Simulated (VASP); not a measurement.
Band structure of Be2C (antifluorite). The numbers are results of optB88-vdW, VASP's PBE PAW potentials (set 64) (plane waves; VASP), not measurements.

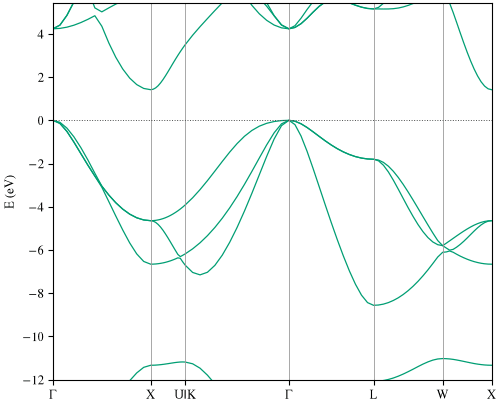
*Bands along high-symmetry lines, zero at the valence-band maximum or, without a gap, the Fermi level*

Problem. Read the plot: is there a gap, and where are the band edges?

Solution. The gap is indirect, 1.42 eV, from the valence maximum at Γ to the conduction minimum at X. (Edges off the drawn lines would not show.)

The compound is Be2C in the antifluorite structure. It was relaxed first.
